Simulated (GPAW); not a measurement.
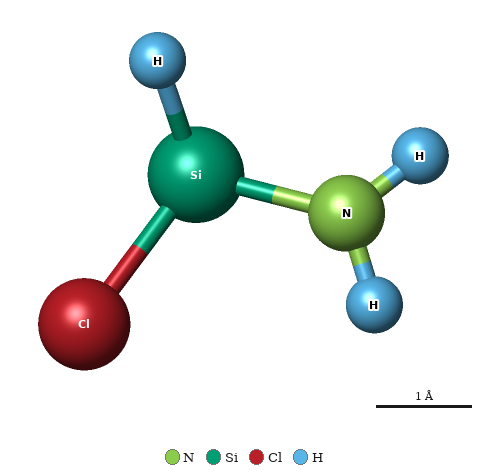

**Figure 1.** The structure as given in the input (ball-and-stick view, seen on its broad side).

# SiNH$_{3}$Cl: geometry relaxation (part 1 of 5)

System: SiNH$_{3}$Cl, multiplicity 2.
Method: PBEsol/real-space grid, UKS, dispersion D3(0), scalar-relativistic datasets (GPAW 26.7.0).

The geometry comes from this level: GFN2-xTB.

The input (mol_relax.py)
```python
from ase.calculators.mixing import SumCalculator
from ase.io import write
from ase.io.zmatrix import parse_zmatrix
from ase.optimize import QuasiNewton
from dftd3.ase import DFTD3
from gpaw import GPAW, setup_paths
from gpaw.atom.configurations import parameters
from gpaw.atom.generator import Generator

# Set up the molecule
system = parse_zmatrix("""
N
Si 1 1.726833
Cl 2 2.035412 1 105.39502
H 1 1.007408 2 119.85594 3 31.95029
H 1 1.005894 4 110.82336 2 -146.51488
H 2 1.45625 1 106.95136 5 -66.98947
""")
system.center(vacuum=4.5)
system.set_initial_magnetic_moments([1.0, 0.0, 0.0, 0.0, 0.0, 0.0])

# Generate the setups first
for symbol in ['Cl', 'H', 'N', 'Si']:
    Generator(symbol, xcname='PBEsol', scalarrel=True, nofiles=True, txt=None).run(**parameters[symbol])
setup_paths.insert(0, '.')

# Ground state
calculator = GPAW(mode='fd',
                  h=0.2,
                  xc='PBEsol',
                  occupations={'name': 'fermi-dirac', 'width': 0.0, 'fixmagmom': True},
                  maxiter=100,
                  symmetry='off',
                  txt='-')
system.calc = SumCalculator([DFTD3(method='PBEsol', damping='d3zero'), calculator])

opt = QuasiNewton(system, trajectory='mol.traj')
converged = opt.run(fmax=0.02, steps=100)
print('Converged:', converged)
print(f'Final energy            {system.get_potential_energy():.5f} eV')
print(f'r(H4-N0)                {system.get_distance(4, 0):.4f} Ang')
print(f'r(H5-Si1)               {system.get_distance(5, 1):.4f} Ang')
write('relaxed.xyz', system)
```

Command:
```bash
python mol_relax.py > mol_relax.log
```

Output
```
__  _  _
 | _ |_)|_||  |
 |__||  | ||/\| - 26.7.0

units:  Angstrom and eV
cores:  1
OpenMP: False

Versions:
  Python: 3.12.14
  ASE:    3.29.0
  Numpy:  2.5.5
  Scipy:  1.18.1
  Libxc:  7.0.0

        _gpaw.cpython-312-aarch64-linux-gnu.so

Input parameters:
  mode=FD(),
  h=0.2,
  maxiter=100,
  occupations=Occupations(name='fermi-dirac', width=0.0, fixmagmom=True),
  symmetry=Symmetry(point_group=False, time_reversal=False),
  xc=XC(name='PBEsol')

Diagonalizing LCAO Hamiltonian
Converting LCAO to fd mode
        .----------------------------.
       /|                            |
      / |                            |
     /  |                            |
    /   |                            |
   /    |                            |
  /     |                            |
 *      |                            |
 |      |                            |
 |      |                            |
 |      |            H Cl            |
 |      |      HHN   Si              |
 |      |                            |
 |      .----------------------------.
 |     /                            /
 |    /                            /
 |   /                            /
 |  /                            /
 | /                            /
 |/                            /
 *----------------------------*

Atoms  # Å, Bohr magnetons
|   | symbol |        x |        y |        z |    initial magnetic moments |
|---|--------|----------|----------|----------|-----------------------------|
| 0 |      N | 5.002061 | 5.368869 | 4.962350 | ( 0.0000,  0.0000,  1.0000) |
| 1 |     Si | 6.728894 | 5.368869 | 4.962350 | ( 0.0000,  0.0000,  0.0000) |
| 2 |     Cl | 7.269240 | 7.331247 | 4.962350 | ( 0.0000,  0.0000,  0.0000) |
| 3 |      H | 4.500552 | 6.110214 | 4.500000 | ( 0.0000,  0.0000,  0.0000) |
| 4 |      H | 4.500000 | 4.500000 | 4.892898 | ( 0.0000,  0.0000,  0.0000) |
| 5 |      H | 7.153478 | 4.723923 | 6.197031 | ( 0.0000,  0.0000,  0.0000) |

Unit cell  # Å
| periodic |         x |         y |         z |   lengths |    angles |
|----------|-----------|-----------|-----------|-----------|-----------|
|       no | 11.769240 |  0.000000 |  0.000000 | 11.769240 | 90.000000 |
|       no |  0.000000 | 11.831247 |  0.000000 | 11.831247 | 90.000000 |
|       no |  0.000000 |  0.000000 | 10.697031 | 10.697031 | 90.000000 |

Number of symmetries: 1
Symmetry operations  # r_c * U_cc + t_c -> r_c
|   | kind |            matrix            |
|---|------|------------------------------|
| 0 |  E   |  1, 0, 0,  0, 1, 0,  0, 0, 1 |

BZ-sampling:
  Number of BZ points: 1
  Number of IBZ points: 1

  Monkhorst-Pack size: [1, 1, 1]
  Monkhorst-Pack shift: [0, 0, 0]

K-points  # in reciprocal-cell coordinates
|   |                                coordinates |     weight |
|---|--------------------------------------------|------------|
| 0 | (  0.00000000,   0.00000000,   0.00000000) | 1.00000000 |

Uniform wave function grid shape: (np.int64(59), np.int64(59), np.int64(51))
Spin-components: 2 (collinear spins)
Bands:           15
Projectors:      24
Spin-degeneracy: 1
Datatype:        float64

  Storage: CPU
  Wave functions: 42_607_440 bytes (42_607_440 per core)

Parallelization:
  kpt:    1
  domain: 1
  band:   1

Density:
  Valence electrons: 19.0
  Components: 2
  Grid points: [60 60 52]
  Charge: 0.0  # |e|

Potential:
  Grid points: [60 60 52]

species:
  N:
    name:    Nitrogen
    Z:       7.0
    valence: 5
    core:    2
    charge:  0.0  # [|e|]
    file:    N.PBEsol
    compensation charges:
      type: gauss
      rc: 0.18  # [Å]
      lmax: 2
    cutoffs:
      filter: 1.11  # [Å]
      core: 0.96  # [Å]
    projectors
    | kind |    occ | energy [eV] | rcut [Å] |
    |------|--------|-------------|----------|
    |   2s |  2.000 |     -18.455 |    0.603 |
    |   2p |  3.000 |      -7.035 |    0.529 |
    |    s |        |       8.756 |    0.603 |
    |    p |        |      20.177 |    0.529 |
    |    d |        |       0.000 |    0.577 |

    Using partial waves for N as LCAO basis

  Si:
    name:    Silicon
    Z:       14.0
    valence: 4
    core:    10
    charge:  0.0  # [|e|]
    file:    Si.PBEsol
    compensation charges:
      type: gauss
      rc: 0.33  # [Å]
      lmax: 2
    cutoffs:
      filter: 1.86  # [Å]
      core: 2.06  # [Å]
    projectors
    | kind |    occ | energy [eV] | rcut [Å] |
    |------|--------|-------------|----------|
    |   3s |  2.000 |     -10.768 |    1.058 |
    |   3p |  2.000 |      -4.057 |    1.058 |
    |    s |        |      16.444 |    1.058 |
    |    p |        |      23.155 |    1.058 |
    |    d |        |       0.000 |    1.058 |

    Using partial waves for Si as LCAO basis

  Cl:
    name:    Chlorine
    Z:       17.0
    valence: 7
    core:    10
    charge:  0.0  # [|e|]
    file:    Cl.PBEsol
    compensation charges:
      type: gauss
      rc: 0.25  # [Å]
      lmax: 2
    cutoffs:
      filter: 1.40  # [Å]
      core: 1.49  # [Å]
    projectors
    | kind |    occ | energy [eV] | rcut [Å] |
    |------|--------|-------------|----------|
    |   3s |  2.000 |     -20.615 |    0.794 |
    |   3p |  5.000 |      -8.561 |    0.794 |
    |    s |        |       6.597 |    0.794 |
    |    p |        |      18.651 |    0.794 |
    |    d |        |       0.000 |    0.794 |

    Using partial waves for Cl as LCAO basis

  H:
    name:    Hydrogen
    Z:       1.0
    valence: 1
    core:    0
    charge:  0.0  # [|e|]
    file:    H.PBEsol
    compensation charges:
      type: gauss
      rc: 0.15  # [Å]
      lmax: 2
    cutoffs:
      filter: 0.85  # [Å]
      core: 0.53  # [Å]
    projectors
    | kind |    occ | energy [eV] | rcut [Å] |
    |------|--------|-------------|----------|
    |   1s |  1.000 |      -6.334 |    0.476 |
    |    s |        |      20.878 |    0.476 |
    |    p |        |       0.000 |    0.476 |

    Using partial waves for H as LCAO basis

Reference energy: -21920.504228  # eV

eigensolver:
  PPCG
  Converge bands: occupied
  niter=2

density mixing:
  MSR1-Mixer
  Pratt-step length: 0.05
  Maximum mixing coefficient: 0.75
  Old densities: 10
  SVD Regularization: 0.005
  Good broyden scale: 1.0
  Trust region scale: 1.0
  Backstep threshold: 4.0
  History deletion threshold: 6.0
  Fourier metric: weight=20.0, sigma=0.015

occupation numbers:
  Fixed magnetic moment: 1.000
  # Zero width

FastPoissonSolver using
    Stencil: 6*3+1=19 point O(h^6) finite-difference Laplacian
    FFT axes: []
    FST axes: [np.int64(2), np.int64(0), np.int64(1)]

xc functional:
  name: PBEsol with 2 nearest neighbor stencil
interpolation: tri-quintic # 5. degree polynomial

Initialization done in: 2.086 s

convergence criteria:
- Maximum [total energy] change in last 3 cyles: 0.0005 eV / valence electron
- Maximum integral of absolute [dens]ity change: 0.0001 electrons / valence electron
- Maximum integral of absolute [eigenst]ate change: 4e-08 eV^2 / valence electron
maximum number of iterations: 100

SCF iterations
|iter     |     time |      energy | eigst |  dens |  magmom |
|---------|----------|-------------|-------|-------|---------|
|iter:   1| 00:00:03 |  -30.044431 | +1.03 |       |  +1.0014|
|iter:   2| 00:00:05 |  -29.464349 | -0.07 | -0.55 |  +1.0013|
|iter:   3| 00:00:07 |  -27.576798 | +0.34 | -0.59 |  +1.0005|
|iter:   4| 00:00:09 |  -27.589675 | -0.30 | -1.10 |  +1.0003|
|iter:   5| 00:00:11 |  -27.604503 | -1.14 | -1.36 |  +1.0000|
|iter:   6| 00:00:13 |  -27.609008 | -1.82 | -1.98 |  +1.0000|
|iter:   7| 00:00:16 |  -27.610107c| -2.49 | -2.30 |  +1.0000|
|iter:   8| 00:00:18 |  -27.610416c| -2.92 | -2.67 |  +1.0000|
|iter:   9| 00:00:20 |  -27.610465c| -3.61 | -3.11 |  +1.0000|
|iter:  10| 00:00:22 |  -27.610477c| -4.11 | -3.50 |  +1.0000|
|iter:  11| 00:00:24 |  -27.610479c| -4.74 | -4.00 |  +1.0000|
|iter:  12| 00:00:26 |  -27.610480c| -5.25 | -4.31c|  +1.0000|
|iter:  13| 00:00:28 |  -27.610480c| -5.85 | -4.73c|  +1.0000|
|iter:  14| 00:00:31 |  -27.610480c| -6.37 | -5.16c|  +1.0000|
|iter:  15| 00:00:33 |  -27.610480c| -6.90 | -5.37c|  +1.0000|
|iter:  16| 00:00:35 |  -27.610480c| -7.40c| -5.71c|  +1.0000|

Converged in 16 steps
SCF loop duration: 32.592 s (2.037 s/step)
Energy contributions relative to reference atoms: (reference = -21920.504228)

Energy contributions:
  Kinetic:          34.047887
  Coulomb:         -35.234729
  Zero:              0.748270
  External:          0.000000
  Xc:              -27.171909
  Entropy:           0.000000
  Spinorbit:         0.000000
  ----------------------------
  Free energy:     -27.610480
  Extrapolated:    -27.610480

dipole moment: (-0.369667, -0.251592, -0.091057)  # |e|*Ang

Total magnetic moment: (0.000000, 0.000000, 1.000000)

Local magnetic moments
|        x |        y |         z |
|----------|----------|-----------|
| 0.000000 | 0.000000 |  0.059631 |  # N    0
| 0.000000 | 0.000000 |  0.242344 |  # Si   1
| 0.000000 | 0.000000 |  0.035313 |  # Cl   2
| 0.000000 | 0.000000 | -0.000858 |  # H    3
| 0.000000 | 0.000000 | -0.000623 |  # H    4
| 0.000000 | 0.000000 |  0.031283 |  # H    5

Fermi levels: -1.957, -3.752
Eigenvalues  # (at kpt = [0.000, 0.000, 0.000])
| band index |      eig [eV] | occ [0-1] |      eig [eV] | occ [0-1] |
|------------|---------------|-----------|---------------|-----------|
|          0 |       -21.654 |     1.000 |       -21.497 |     1.000 |
|        ... |               |           |               |           |
|          2 |       -13.331 |     1.000 |       -13.078 |     1.000 |
|          3 |       -12.587 |     1.000 |       -12.520 |     1.000 |
|          4 |       -10.284 |     1.000 |       -10.133 |     1.000 |
|          5 |        -9.453 |     1.000 |        -9.228 |     1.000 |
|          6 |        -8.508 |     1.000 |        -8.274 |     1.000 |
|          7 |        -7.918 |     1.000 |        -7.841 |     1.000 |
|          8 |        -7.294 |     1.000 |        -6.960 |     1.000 |
|          9 |        -4.474 |     1.000 |        -3.029 |     0.000 |
|         10 |        -0.884 |     0.000 |        -0.633 |     0.000 |
|         11 |        -0.538 |     0.000 |        -0.321 |     0.000 |
|         12 |         0.263 |     0.000 |         0.474 |     0.000 |
|         13 |         0.465 |     0.000 |         0.640 |     0.000 |
|         14 |         0.678 |     0.000 |         0.926 |     0.000 |

Gap: 2.145 eV
Transition (v -> c):
  (s=1, k=0, n=9, [0.00, 0.00, 0.00]) -> (s=0, k=0, n=10, [0.00, 0.00, 0.00])
No difference between direct/indirect transitions
vacuum-level: 0.000  # V

Forces  # eV/Ang
|        x |        y |        z |
|----------|----------|----------|
|  0.40229 | -0.02531 | -0.00223 |  # N    0
| -0.47908 | -0.24726 | -0.88621 |  # Si   1
|  0.23745 |  0.63487 |  0.08333 |  # Cl   2
| -0.20416 |  0.39306 | -0.27833 |  # H    3
| -0.27153 | -0.54832 | -0.00086 |  # H    4
|  0.35067 | -0.36976 |  0.83763 |  # H    5

Force computation time: 0.080  # s
                Step[ FC]     Time          Energy          fmax
BFGSLineSearch:    0[  0] 00:00:35      -27.635360       1.0357
        .----------------------------.
       /|                            |
      / |                            |
     /  |                            |
    /   |                            |
   /    |                            |
  /     |                            |
 *      |                            |
 |      |                            |
 |      |                            |
 |      |            H Cl            |
 |      |      HHN   Si              |
 |      |                            |
 |      .----------------------------.
 |     /                            /
 |    /                            /
 |   /                            /
 |  /                            /
 | /                            /
 |/                            /
 *----------------------------*

Atoms  # Å, Bohr magnetons
|   | symbol |        x |        y |        z |    initial magnetic moments |
|---|--------|----------|----------|----------|-----------------------------|
| 0 |      N | 5.041657 | 5.366016 | 4.962024 | ( 0.0000,  0.0000,  0.0596) |
| 1 |     Si | 6.681340 | 5.344075 | 4.873747 | ( 0.0000,  0.0000,  0.2423) |
| 2 |     Cl | 7.292783 | 7.394512 | 4.970750 | ( 0.0000,  0.0000,  0.0353) |
| 3 |      H | 4.480515 | 6.149861 | 4.472224 | ( 0.0000,  0.0000, -0.0009) |
| 4 |      H | 4.472845 | 4.445157 | 4.892854 | ( 0.0000,  0.0000, -0.0006) |
| 5 |      H | 7.188650 | 4.687228 | 6.280711 | ( 0.0000,  0.0000,  0.0313) |

Unit cell  # Å
| periodic |         x |         y |         z |   lengths |    angles |
|----------|-----------|-----------|-----------|-----------|-----------|
|       no | 11.769240 |  0.000000 |  0.000000 | 11.769240 | 90.000000 |
|       no |  0.000000 | 11.831247 |  0.000000 | 11.831247 | 90.000000 |
|       no |  0.000000 |  0.000000 | 10.697031 | 10.697031 | 90.000000 |

Initialization done in: 1.181 s

convergence criteria:
- Maximum [total energy] change in last 3 cyles: 0.0005 eV / valence electron
- Maximum integral of absolute [dens]ity change: 0.0001 electrons / valence electron
- Maximum integral of absolute [eigenst]ate change: 4e-08 eV^2 / valence electron
maximum number of iterations: 100

SCF iterations
|iter     |     time |      energy | eigst |  dens |  magmom |
|---------|----------|-------------|-------|-------|---------|
|iter:   1| 00:00:37 |  -36.240749 | -0.03 |       |  +1.0253|
|iter:   2| 00:00:39 |  -35.784847 | -1.11 | -1.38 |  +1.0240|
|iter:   3| 00:00:41 |  -31.909194 | -0.86 | -1.41 |  +1.0132|
|iter:   4| 00:00:43 |  -28.898658 | -1.40 | -1.74 |  +1.0046|
|iter:   5| 00:00:45 |  -27.748250 | -2.05 | -2.12 |  +1.0013|
|iter:   6| 00:00:47 |  -27.374748 | -2.83 | -2.48 |  +1.0002|
|iter:   7| 00:00:49 |  -27.291445 | -3.77 | -2.93 |  +1.0000|
|iter:   8| 00:00:51 |  -27.284503 | -4.54 | -3.29 |  +1.0000|
|iter:   9| 00:00:54 |  -27.286816c| -4.98 | -3.64 |  +1.0000|
|iter:  10| 00:00:56 |  -27.287772c| -5.51 | -4.02c|  +1.0000|
|iter:  11| 00:00:58 |  -27.287178c| -6.14 | -4.51c|  +1.0000|
|iter:  12| 00:01:00 |  -27.287330c| -6.78 | -4.94c|  +1.0000|
|iter:  13| 00:01:02 |  -27.287276c| -7.32 | -5.36c|  +1.0000|
|iter:  14| 00:01:03 |  -27.287250c| -7.52c| -5.65c|  +1.0000|

Converged in 14 steps
SCF loop duration: 27.600 s (1.971 s/step)
Energy contributions relative to reference atoms: (reference = -21920.504228)

Energy contributions:
  Kinetic:          24.569675
  Coulomb:         -27.999499
  Zero:              0.747775
  External:          0.000000
  Xc:              -24.605201
  Entropy:           0.000000
  Spinorbit:         0.000000
  ----------------------------
  Free energy:     -27.287250
  Extrapolated:    -27.287250

dipole moment: (-0.541842, -0.356596, -0.167312)  # |e|*Ang

Total magnetic moment: (0.000000, 0.000000, 1.000000)

Local magnetic moments
|        x |        y |         z |
|----------|----------|-----------|
| 0.000000 | 0.000000 |  0.062571 |  # N    0
| 0.000000 | 0.000000 |  0.227945 |  # Si   1
| 0.000000 | 0.000000 |  0.036065 |  # Cl   2
| 0.000000 | 0.000000 | -0.001481 |  # H    3
| 0.000000 | 0.000000 | -0.001110 |  # H    4
| 0.000000 | 0.000000 |  0.044632 |  # H    5
```
